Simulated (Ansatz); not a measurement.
**Li+ with H₂O: superposition error and deformation, part 1 of 2**

How much of this pair's binding is borrowed basis, and how much do the fragments pay to take the shapes they have in the pair?

Program: Ansatz 0.2.0, Gaussian basis. Level of theory: PBE0-D4 structures, single points in def2-TZVPPD. These are calculated values, not measurements.

Levels: PBE-D4, revPBE-D4, BLYP-D4, r2SCAN-D4, B97M-V, PBE0-D4, B3LYP-D4, HSE06-D4, wB97X-V, wB97M-V, B2PLYP, Hartree-Fock, MP2, CCSD, CCSD(T).

Cores are frozen in the correlated methods. The outer core shell of Li, Na, Mg and K is correlated. B3LYP uses VWN-RPA correlation. B2PLYP carries no dispersion term here.

129 further runs of the same task are left out: 129 set aside as unsound or not needed.

### 1 Where the work starts

The relaxed pair: 4 atoms, charge 1, spin multiplicity 1.

Atoms are counted from 1 here; the program's logs count them from 0.

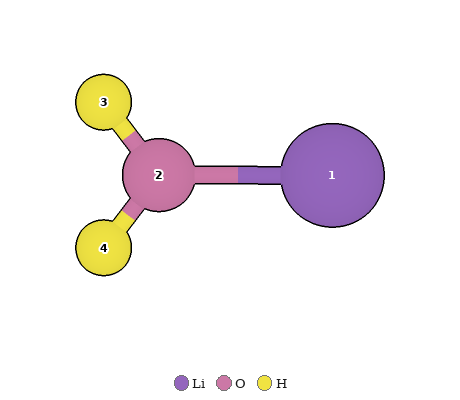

The starting geometry (lithium purple, oxygen pink, hydrogen yellow); atoms are numbered from 1 in the order of the file.

Geometry (Å):

```
Li    0.0015   -0.0838   -1.6589
O    -0.0001    0.0083    0.1651
H     0.1650    0.7874    0.7091
H    -0.1664   -0.7118    0.7847
```

Atoms 1 to 1 are fragment A (Li+), the rest fragment B (H₂O). From earlier runs, pair energy (eV) and counterpoise interaction (kcal/mol):

```tsv
method	E(pair)	interaction
PBE-D4	-2277.45946	-34.28
revPBE-D4	-2279.73015	-33.26
BLYP-D4	-2279.96778	-34.48
r2SCAN-D4	-2279.22911	-33.26
B97M-V	-2280.39988	-33.77
PBE0-D4	-2277.64151	-35.11
B3LYP-D4	-2280.64899	-35.44
HSE06-D4	-2277.52183	-35.10
wB97X-V	-2279.51181	-34.46
wB97M-V	-2279.42491	-34.57
B2PLYP	-2278.93310	-34.76
Hartree-Fock	-2268.23349	-35.35
CCSD(T)	-2276.62549	-33.13
```

First each fragment is run alone in its own basis, frozen in the shape it has in the pair (a, b).

### 2 wB97X-V/def2-TZVPPD

Contents of a/in.yaml:

```yaml
crystal:
  periodic: [false, false, false]
  atoms:
    - {symbol: Li, position_ang: [0.001453, -0.083848, -1.658950]}
basis:
  gaussian: {orbitals: "def2-TZVPPD.json"}
total_charge: 1
hamiltonian: {xc: {name: wB97X-V}}
```

Contents of b/in.yaml:

```yaml
crystal:
  periodic: [false, false, false]
  atoms:
    - {symbol: O, position_ang: [-0.000059, 0.008291, 0.165076]}
    - {symbol: H, position_ang: [0.164978, 0.787387, 0.709073]}
    - {symbol: H, position_ang: [-0.166373, -0.711829, 0.784702]}
basis:
  gaussian: {orbitals: "def2-TZVPPD.json"}
hamiltonian: {xc: {name: wB97X-V}}
```

The basis file named in the input lies beside it (Basis Set Exchange, JSON).

Each run has its own folder and the same command.

Command:

```bash
$ ansatz run in.yaml --threads 2 --pin off --events-out ev --progress --plain --max-ram 5222MiB
```

a printed:

```text
Functional definition: wB97X-V
  name "wB97X-V"
  cite "Mardirossian & Head-Gordon, Phys. Chem. Chem. Phys. 16, 9904 (2014) doi:10.1039/C3CP54374A"
  cite "Becke, J. Chem. Phys. 107, 8554 (1997) doi:10.1063/1.475007"
  cite "Vydrov & Van Voorhis, J. Chem. Phys. 133, 244103 (2010) doi:10.1063/1.3521275"
  parameter omega = 0.3/bohr
  parameter cx = 0.167
  parameter cx1 = 0.603
  parameter cx2 = 1.194
  parameter css0 = 0.556
  parameter css1 = -0.257
  parameter cos0 = 1.219
  parameter cos1 = -1.850
  parameter b = 6.0
  parameter c = 0.01
  exchange = spin_sum(e_x_unif_sr(omega)*poly(b97_u_x, 1 - cx, cx1, cx2)) + cx*exact_x_sr(omega) + exact_x_lr(omega)
  correlation = spin_sum(e_c_pw_same_spin*poly(b97_u_same, css0, css1))
      + integral(e_c_pw_opposite_spin*poly(b97_u_opposite, cos0, cos1)) + vv10(b, c)
139 factors; their error is unknown
50 factors; integrals over basis functions are off by at most 2.1e-4 eV
mean field evaluation 1: about -198.0572 eV, gradient 3.5e-1 eV
mean field evaluation 2: about -198.0572 eV, gradient 3.5e-1 eV
mean field evaluation 4: about -198.0572 eV, gradient 3.0e-2 eV
mean field evaluation 8: about -198.0572 eV, gradient 4.4e-7 eV
mean field -198.05722125 eV, -7.2784686331 hartree, gradient 4.4e-7 eV, S^2 0.000000; 0 other end points of the search recorded, 0 dependent functions left out
reference -198.05722091 eV, -7.2784686203 hartree; 1, 1 occupied and 21, 21 virtual orbitals, 139 factors
Total energy: -198.05722091 eV, -7.2784686203 hartree
```

Output in b, cut to the lines that bear on the results:

```text
[... 5 set-up lines as earlier in the session ...]
[...]
      + integral(e_c_pw_opposite_spin*poly(b97_u_opposite, cos0, cos1)) + vv10(b, c)
302 factors; their error is unknown
104 factors; integrals over basis functions are off by at most 2.9e-5 eV
[...]
mean field -2079.95837072 eV, -76.4370602774 hartree, gradient 3.6e-5 eV, S^2 0.000000; 0 other end points of the search recorded, 0 dependent functions left out
reference -2079.95836880 eV, -76.4370602069 hartree; 5, 5 occupied and 69, 69 virtual orbitals, 302 factors
Total energy: -2079.95836880 eV, -76.4370602069 hartree
```

Wall times: 0.25 s (a), 0.45 s (b) on 2 threads of Intel Xeon 6975P-C, shared host.

### 3 wB97M-V/def2-TZVPPD

Each input of step 2 (a, b) changes in the same lines:

```diff
-hamiltonian: {xc: {name: wB97X-V}}
+hamiltonian: {xc: {name: wB97M-V}}
```

Each run has its own folder and the same command.

Command:

```bash
$ ansatz run in.yaml --threads 2 --pin off --events-out ev --progress --plain --max-ram 5222MiB
```

Log of a, cut to the lines that bear on the results:

```text
Functional definition: wB97M-V
  name "wB97M-V"
  cite "Mardirossian & Head-Gordon, J. Chem. Phys. 144, 214110 (2016) doi:10.1063/1.4952647"
[... 2 set-up lines as earlier in the session ...]
  # Of w^i u^j: cxij and so on, Table III.
[...]
  gx(w, u) = 1 - cx + cx01*u + cx10*w
  gss(w, u) = css00 + css04*u^4 + css10*w + css20*w^2 + css43*w^4*u^3
  gos(w, u) = cos00 + cos10*w + (cos20 + cos21*u)*w^2 + (cos60 + cos61*u)*w^6
[...]
      + integral(e_c_pw_mod_opposite_spin*gos(b97_w_opposite, b97_u_opposite)) + vv10(b, c)
139 factors; their error is unknown
50 factors; integrals over basis functions are off by at most 2.1e-4 eV
[...]
mean field -197.98566991 eV, -7.2758391695 hartree, gradient 3.9e-7 eV, S^2 0.000000; 0 other end points of the search recorded, 0 dependent functions left out
reference -197.98567899 eV, -7.2758395033 hartree; 1, 1 occupied and 21, 21 virtual orbitals, 139 factors
Total energy: -197.98567899 eV, -7.2758395033 hartree
```

b printed, cut to the lines that bear on the results:

```text
[... 5 set-up lines as earlier in the session ...]
  # Of w^i u^j: cxij and so on, Table III.
[...]
  gx(w, u) = 1 - cx + cx01*u + cx10*w
  gss(w, u) = css00 + css04*u^4 + css10*w + css20*w^2 + css43*w^4*u^3
  gos(w, u) = cos00 + cos10*w + (cos20 + cos21*u)*w^2 + (cos60 + cos61*u)*w^6
[...]
      + integral(e_c_pw_mod_opposite_spin*gos(b97_w_opposite, b97_u_opposite)) + vv10(b, c)
302 factors; their error is unknown
104 factors; integrals over basis functions are off by at most 2.9e-5 eV
[...]
mean field -2079.93809838 eV, -76.4363152826 hartree, gradient 3.9e-6 eV, S^2 0.000000; 0 other end points of the search recorded, 0 dependent functions left out
reference -2079.93814573 eV, -76.4363170228 hartree; 5, 5 occupied and 69, 69 virtual orbitals, 302 factors
Total energy: -2079.93814573 eV, -76.4363170228 hartree
```

They took 0.25 s (a), 0.5 s (b) on 2 threads of Intel Xeon 6975P-C, shared host.

### 4 B2PLYP/def2-TZVPPD

Each input of step 3 (a, b) changes in the same lines:

```diff
-hamiltonian: {xc: {name: wB97M-V}}
+hamiltonian: {xc: {name: B2PLYP}}
```

One command serves all of them, each in its own folder.

Command:

```bash
$ ansatz run in.yaml --threads 2 --pin off --events-out ev --progress --plain --max-ram 5222MiB
```

Output in a:

```text
Functional definition: B2PLYP
  name "B2PLYP"
  cite "Grimme, J. Chem. Phys. 124, 034108 (2006) doi:10.1063/1.2148954"
  cite "Becke, Phys. Rev. A 38, 3098 (1988) doi:10.1103/PhysRevA.38.3098"
  cite "Lee, Yang & Parr, Phys. Rev. B 37, 785 (1988) doi:10.1103/PhysRevB.37.785"
  parameter a = 0.53
  parameter c = 0.27
  exchange = (1 - a)*b88_x + a*exact_x
  correlation = (1 - c)*lyp_c + c*(mp2_os + mp2_ss)
115 factors; integrals over basis functions are off by at most 1.7e-4 eV
mean field evaluation 1: about -197.7856 eV, gradient 2.2e-1 eV
mean field evaluation 2: about -197.7856 eV, gradient 2.2e-1 eV
mean field evaluation 4: about -197.7856 eV, gradient 9.7e-5 eV
mean field evaluation 8: about -197.7856 eV, gradient 7.8e-6 eV
mean field -197.78564506 eV, -7.2684883920 hartree, gradient 7.8e-6 eV, S^2 0.000000; 0 other end points of the search recorded, 0 dependent functions left out
reference -197.78567180 eV, -7.2684893745 hartree; 1, 1 occupied and 21, 21 virtual orbitals, 115 factors
second order -0.88875546 eV of doubles, -0.00000000 eV of singles
Total energy: -198.02563577 eV, -7.2773078880 hartree
```

Log of b, cut to the lines that bear on the results:

```text
[... 5 set-up lines as earlier in the session ...]
[...]
427 factors; integrals over basis functions are off by at most 1.1e-3 eV
[...]
mean field -2077.08975462 eV, -76.3316405804 hartree, gradient 6.1e-6 eV, S^2 0.000000; 0 other end points of the search recorded, 0 dependent functions left out
1 core orbitals not correlated: weight in the atoms' cores, before any rotation towards them, 1.000 or more for the frozen orbitals, at most 0.000 for the correlated occupied ones
reference -2077.08987092 eV, -76.3316448541 hartree; 4, 4 occupied and 69, 69 virtual orbitals, 427 factors
second order -8.54022056 eV of doubles, -0.00000000 eV of singles
Total energy: -2079.39573047 eV, -76.4163836297 hartree
```

Wall times: 0.1 s (a), 0.35 s (b) on 2 threads of Intel Xeon 6975P-C, shared host.

### 5 B97M-V/def2-TZVPPD

The same edit goes into each in.yaml of step 4 (a, b):

```diff
-hamiltonian: {xc: {name: B2PLYP}}
+hamiltonian: {xc: {name: B97M-V}}
```

One command serves all of them, each in its own folder.

Command:

```bash
$ ansatz run in.yaml --threads 2 --pin off --events-out ev --progress --plain --max-ram 5222MiB
```

Log of a, cut to the lines that bear on the results:

```text
Functional definition: B97M-V
  name "B97M-V"
  cite "Mardirossian & Head-Gordon, J. Chem. Phys. 142, 074111 (2015) doi:10.1063/1.4907719"
[... 2 set-up lines as earlier in the session ...]
  # Of w^i u^j: cxij and so on, Table III.
[...]
  gx(w, u) = cx00 + cx01*u + cx02*u^2 + (cx10 + cx11*u)*w
  gss(w, u) = css00 + css02*u^2 + css10*w + (css32*w^3 + css42*w^4)*u^2
  gos(w, u) = cos00 + cos01*u + cos03*u^3 + cos10*w + cos32*w^3*u^2
[...]
      + integral(e_c_pw_mod_opposite_spin*gos(b97_w_opposite, b97_u_opposite)) + vv10(b, c)
139 factors; their error is unknown
[...]
mean field -198.92348132 eV, -7.3103031035 hartree, gradient 4.7e-7 eV, S^2 0.000000; 0 other end points of the search recorded, 0 dependent functions left out
reference -198.92348931 eV, -7.3103033968 hartree; 1, 1 occupied and 21, 21 virtual orbitals, 139 factors
Total energy: -198.92348931 eV, -7.3103033968 hartree
```

b printed, cut to the lines that bear on the results:

```text
[... 5 set-up lines as earlier in the session ...]
  # Of w^i u^j: cxij and so on, Table III.
[...]
  gx(w, u) = cx00 + cx01*u + cx02*u^2 + (cx10 + cx11*u)*w
  gss(w, u) = css00 + css02*u^2 + css10*w + (css32*w^3 + css42*w^4)*u^2
  gos(w, u) = cos00 + cos01*u + cos03*u^3 + cos10*w + cos32*w^3*u^2
[...]
      + integral(e_c_pw_mod_opposite_spin*gos(b97_w_opposite, b97_u_opposite)) + vv10(b, c)
302 factors; their error is unknown
[...]
mean field -2080.01113453 eV, -76.4389993117 hartree, gradient 6.6e-5 eV, S^2 0.000000; 0 other end points of the search recorded, 0 dependent functions left out
reference -2080.01119230 eV, -76.4390014349 hartree; 5, 5 occupied and 69, 69 virtual orbitals, 302 factors
Total energy: -2080.01119230 eV, -76.4390014349 hartree
```

They took 0.2 s (a), 0.45 s (b) on 2 threads of Intel Xeon 6975P-C, shared host.

### 6 CCSD(T)/def2-TZVPPD

The same edit goes into each in.yaml of step 5 (a, b):

```diff
-hamiltonian: {xc: {name: B97M-V}}
+correlation: {method: ccsd_t}
```

One command serves all of them, each in its own folder.

Command:

```bash
$ ansatz run in.yaml --threads 2 --pin off --events-out ev --progress --plain --max-ram 5222MiB
```

a printed:

```text
Functional definition: HF
  name "HF"
  cite "Fock, Z. Phys. 61, 126 (1930) doi:10.1007/BF01340294"
  parent pbe
  exchange = exact_x
  correlation = 0
115 factors; integrals over basis functions are off by at most 1.7e-4 eV
mean field evaluation 1: about -196.9117 eV, gradient 2.2e-2 eV
mean field evaluation 2: about -196.9117 eV, gradient 2.2e-2 eV
mean field evaluation 4: about -196.9117 eV, gradient 9.3e-7 eV
mean field -196.91172360 eV, -7.2363723707 hartree, gradient 9.3e-7 eV, S^2 0.000000; 0 other end points of the search recorded, 0 dependent functions left out
reference -196.91172360 eV, -7.2363723707 hartree; 1, 1 occupied and 21, 21 virtual orbitals, 115 factors
second order -0.81477337 eV of doubles, -0.00000000 eV of singles
cycle   1  -0.91492215 eV  change   -1.0e-1 eV  update   6.4e-3
cycle   2  -0.93093312 eV  change   -1.6e-2 eV  update   1.1e-3
cycle   3  -0.93078793 eV  change    1.5e-4 eV  update   9.2e-5
cycle   4  -0.93078953 eV  change   -1.6e-6 eV  update   4.4e-6
cycle   5  -0.93079009 eV  change   -5.6e-7 eV  update   7.2e-7
perturbative correction 0.00000000 eV, 0.0000000000 hartree
Total energy: -197.84251369 eV, -7.2705782757 hartree
```

Output in b, cut to the lines that bear on the results:

```text
[... 4 set-up lines as earlier in the session ...]
[...]
427 factors; integrals over basis functions are off by at most 1.1e-3 eV
[...]
mean field -2069.78834481 eV, -76.0633187189 hartree, gradient 1.3e-6 eV, S^2 0.000000; 0 other end points of the search recorded, 0 dependent functions left out
1 core orbitals not correlated: weight in the atoms' cores, before any rotation towards them, 1.000 or more for the frozen orbitals, at most 0.000 for the correlated occupied ones
reference -2069.78834481 eV, -76.0633187189 hartree; 4, 4 occupied and 69, 69 virtual orbitals, 427 factors
second order -7.17874817 eV of doubles, -0.00000000 eV of singles
cycle   1  -7.15794827 eV  change    2.1e-2 eV  update   4.8e-2
[...]
cycle   9  -7.32386410 eV  change    1.8e-6 eV  update   3.1e-6
perturbative correction -0.22098653 eV, -0.0081211053 hartree
Total energy: -2077.33319544 eV, -76.3405868656 hartree
```

They took 0.1 s (a), 0.4 s (b) on 2 threads of Intel Xeon 6975P-C, shared host.

### 7 Relaxing H₂O alone

Contents of relax-b/in.yaml:

```yaml
crystal:
  periodic: [false, false, false]
  atoms:
    - {symbol: O, position_ang: [-0.000059, 0.008291, 0.165076]}
    - {symbol: H, position_ang: [0.164978, 0.787387, 0.709073]}
    - {symbol: H, position_ang: [-0.166373, -0.711829, 0.784702]}
basis:
  gaussian: {orbitals: def2-TZVP}
hamiltonian: {xc: pbe0, dispersion: d4}
relax: {f_tol: 0.005, max_steps: 200}
```

Command:

```bash
$ ansatz run in.yaml --threads 2 --pin off --events-out ev --progress --plain --max-ram 5222MiB
```

What it wrote, cut to the lines that bear on the results:

```text
Functional definition: PBE0
  name "PBE0"
  cite "Adamo & Barone, J. Chem. Phys. 110, 6158 (1999) doi:10.1063/1.478522"
  cite "Perdew, Burke & Ernzerhof, Phys. Rev. Lett. 77, 3865 (1996) doi:10.1103/PhysRevLett.77.3865"
[... 1 set-up line as earlier in the session ...]
[...]
239 factors; their error is unknown
[...]
mean field -2078.33140560 eV, -76.3772704123 hartree, gradient 1.2e-5 eV, S^2 0.000000; 0 other end points of the search recorded, 0 dependent functions left out
[...]
reference -2078.33141969 eV, -76.3772709301 hartree; 5, 5 occupied and 38, 38 virtual orbitals, 239 factors
relax step   1: F+E_penalty+E_count = -2078.33567254 eV  Δ(F+E_penalty+E_count) = +0.000e0 eV  max|allowed force component| = 2.530e-1 eV/Å  Δτ_max = 0.0000 Å  (22 SCF iters, accepted)
[...]
relax step   4: F+E_penalty+E_count = -2078.33732287 eV  Δ(F+E_penalty+E_count) = +4.688e-6 eV  max|allowed force component| = 2.877e-2 eV/Å  Δτ_max = 0.0009 Å  (27 SCF iters, rejected (line search))
[...]
relax step   5: F+E_penalty+E_count = -2078.33733263 eV  Δ(F+E_penalty+E_count) = -5.074e-6 eV  max|allowed force component| = 3.650e-5 eV/Å  Δτ_max = 0.0004 Å  (27 SCF iters, accepted)
239 factors; their error is unknown
[...]
mean field -2078.33307681 eV, -76.3773318280 hartree, gradient 1.2e-5 eV, S^2 0.000000; 1 other end points of the search recorded, 0 dependent functions left out
[...]
reference -2078.33309082 eV, -76.3773323427 hartree; 5, 5 occupied and 38, 38 virtual orbitals, 239 factors
Total energy: -2078.33734664 eV, -76.3774887413 hartree
Atom 0 at    -0.000058     0.008249     0.164254 Å, force     0.000000    -0.000001    -0.000013 eV/Å
Atom 1 at     0.163455     0.780517     0.709831 Å, force    -0.000008    -0.000036     0.000008 eV/Å
Atom 2 at    -0.164850    -0.704917     0.784765 Å, force     0.000008     0.000036     0.000005 eV/Å
Dipole moment:    -0.000471     0.021794     0.429970 e Å
```

Wall time 0.75 s (2 threads of Intel Xeon 6975P-C, shared host).

The steps of the relaxation:

```tsv
step	energy from step 1 (eV)	largest force component (eV/Å)
1	0.0000	0.2530
2	-0.0016	0.0557
3	-0.0017	0.0158
4	-0.0017	0.0288
5	-0.0017	0.0000
```

Distances of close pairs at the start and the end, largest changes first:

```tsv
bond	before (Å)	after (Å)	change (Å)
O1–H3	0.964	0.960	-0.005
O1–H2	0.964	0.960	-0.005
```

### 8 PBE-D4/def2-TZVPPD

Contents of free-b/in.yaml:

```yaml
crystal:
  periodic: [false, false, false]
  atoms:
    - {symbol: O, position_ang: [-0.000058, 0.008249, 0.164254]}
    - {symbol: H, position_ang: [0.163455, 0.780517, 0.709831]}
    - {symbol: H, position_ang: [-0.164850, -0.704917, 0.784765]}
basis:
  gaussian: {orbitals: "def2-TZVPPD.json"}
hamiltonian: {xc: pbe, dispersion: d4}
```

Command:

```bash
$ ansatz run in.yaml --threads 2 --pin off --events-out ev --progress --plain --max-ram 5222MiB
```

What it wrote:

```text
Functional definition: PBE
  name "PBE"
[... 2 set-up lines as earlier in the session ...]
  parameter kappa = 0.804
  parameter beta = 0.06672455060314922
  exchange = pbe_x(kappa = kappa, mu = beta*pi^2/3)
  correlation = pbe_c(beta = beta)
302 factors; their error is unknown
mean field evaluation 1: about -2072.8384 eV, gradient 6.0e1 eV
mean field evaluation 2: about -2043.3185 eV, gradient 1.3e2 eV
mean field evaluation 4: about -2078.5010 eV, gradient 1.1e0 eV
mean field evaluation 8: about -2078.5003 eV, gradient 1.9e-2 eV
mean field -2078.50027136 eV, -76.3834761142 hartree, gradient 8.9e-5 eV, S^2 0.000000; 0 other end points of the search recorded, 0 dependent functions left out
reference -2078.50031095 eV, -76.3834775694 hartree; 5, 5 occupied and 69, 69 virtual orbitals, 302 factors
Total energy: -2078.50562800 eV, -76.3836729674 hartree
```

Wall time 0.15 s (2 threads of Intel Xeon 6975P-C, shared host).

### 9 r2SCAN-D4/def2-TZVPPD

Changes to free-b/in.yaml since step 8:

```diff
@@ -8,2 +8,2 @@
   gaussian: {orbitals: "def2-TZVPPD.json"}
-hamiltonian: {xc: pbe, dispersion: d4}
+hamiltonian: {xc: r2scan, dispersion: d4}
```

Command:

```bash
$ ansatz run in.yaml --threads 2 --pin off --events-out ev --progress --plain --max-ram 5222MiB
```

What it wrote:

```text
Functional definition: r2SCAN
  name "r2SCAN"
  cite "Furness, Kaplan, Ning, Perdew & Sun, J. Phys. Chem. Lett. 11, 8208 (2020) doi:10.1021/acs.jpclett.0c02405"
  cite "Furness, Kaplan, Ning, Perdew & Sun, J. Phys. Chem. Lett. 11, 9248 (2020) doi:10.1021/acs.jpclett.0c03077"
  parent r2scan
  parameter k0 = 0.174
  parameter k1 = 0.065
  parameter a1 = 4.9479
  exchange = r2scan_x(k0 = k0, k1 = k1, a1 = a1)
  correlation = r2scan_c
302 factors; their error is unknown
mean field evaluation 1: about -2074.8354 eV, gradient 5.5e1 eV
mean field evaluation 2: about -2060.7137 eV, gradient 1.0e2 eV
mean field evaluation 4: about -2079.6470 eV, gradient 8.5e-1 eV
mean field evaluation 8: about -2079.6451 eV, gradient 2.4e-2 eV
mean field -2079.64510368 eV, -76.4255479263 hartree, gradient 6.7e-6 eV, S^2 0.000000; 0 other end points of the search recorded, 0 dependent functions left out
reference -2079.64511755 eV, -76.4255484358 hartree; 5, 5 occupied and 69, 69 virtual orbitals, 302 factors
Total energy: -2079.64639007 eV, -76.4255952002 hartree
```

Wall time 0.35 s (2 threads of Intel Xeon 6975P-C, shared host).

### 10 PBE0-D4/def2-TZVPPD

Changes to free-b/in.yaml since step 9:

```diff
@@ -8,2 +8,3 @@
   gaussian: {orbitals: "def2-TZVPPD.json"}
-hamiltonian: {xc: r2scan, dispersion: d4}
+hamiltonian: {xc: pbe0, dispersion: d4}
+output: {orbitals: {seedname: orbitals}}
```

Command:

```bash
$ ansatz run in.yaml --threads 2 --pin off --events-out ev --progress --plain --max-ram 5222MiB
```

What it wrote, cut to the lines that bear on the results:

```text
[... 5 set-up lines as earlier in the session ...]
  parameter a = 0.25
[... 2 set-up lines as earlier in the session ...]
  exchange = (1 - a)*pbe_x(kappa = kappa, mu = beta*pi^2/3) + a*exact_x
[... 1 set-up line as earlier in the session ...]
302 factors; their error is unknown
mean field evaluation 1: about -2074.4711 eV, gradient 5.1e1 eV
mean field evaluation 2: about -2067.2880 eV, gradient 8.0e1 eV
mean field evaluation 4: about -2078.4894 eV, gradient 2.7e-1 eV
mean field evaluation 8: about -2078.4963 eV, gradient 1.8e-3 eV
mean field -2078.49628716 eV, -76.3833296979 hartree, gradient 8.5e-6 eV, S^2 0.000000; 0 other end points of the search recorded, 0 dependent functions left out
reference -2078.49631669 eV, -76.3833307829 hartree; 5, 5 occupied and 69, 69 virtual orbitals, 302 factors
Total energy: -2078.50057251 eV, -76.3834871814 hartree
```

Wall time 0.2 s (2 threads of Intel Xeon 6975P-C, shared host).

### 11 B3LYP-D4/def2-TZVPPD

Changes to free-b/in.yaml since step 10:

```diff
@@ -8,3 +8,2 @@
   gaussian: {orbitals: "def2-TZVPPD.json"}
-hamiltonian: {xc: pbe0, dispersion: d4}
-output: {orbitals: {seedname: orbitals}}
+hamiltonian: {xc: {name: B3LYP}, dispersion: d4}
```

Command:

```bash
$ ansatz run in.yaml --threads 2 --pin off --events-out ev --progress --plain --max-ram 5222MiB
```

What it wrote:

```text
Functional definition: B3LYP
  name "B3LYP"
  cite "Stephens, Devlin, Chabalowski & Frisch, J. Phys. Chem. 98, 11623 (1994) doi:10.1021/j100096a001"
[... 2 set-up lines as earlier in the session ...]
  cite "Vosko, Wilk & Nusair, Can. J. Phys. 58, 1200 (1980) doi:10.1139/p80-159"
  parameter a0 = 0.2
  parameter ax = 0.72
  parameter ac = 0.81
  exchange = (1 - a0 - ax)*slater_x + ax*b88_x + a0*exact_x
  correlation = (1 - ac)*vwn_rpa_c + ac*lyp_c
302 factors; their error is unknown
mean field evaluation 1: about -2076.1268 eV, gradient 5.5e1 eV
mean field evaluation 2: about -2064.1013 eV, gradient 9.7e1 eV
mean field evaluation 4: about -2080.8342 eV, gradient 4.1e-1 eV
mean field evaluation 8: about -2080.8395 eV, gradient 1.4e-3 eV
mean field -2080.83953375 eV, -76.4694424217 hartree, gradient 1.5e-5 eV, S^2 0.000000; 0 other end points of the search recorded, 0 dependent functions left out
reference -2080.83972203 eV, -76.4694493407 hartree; 5, 5 occupied and 69, 69 virtual orbitals, 302 factors
Total energy: -2080.84814808 eV, -76.4697589923 hartree
```

Run time: 0.2 s. Hardware: 2 threads of Intel Xeon 6975P-C, shared host.

(Continued in part 2 of 2.)
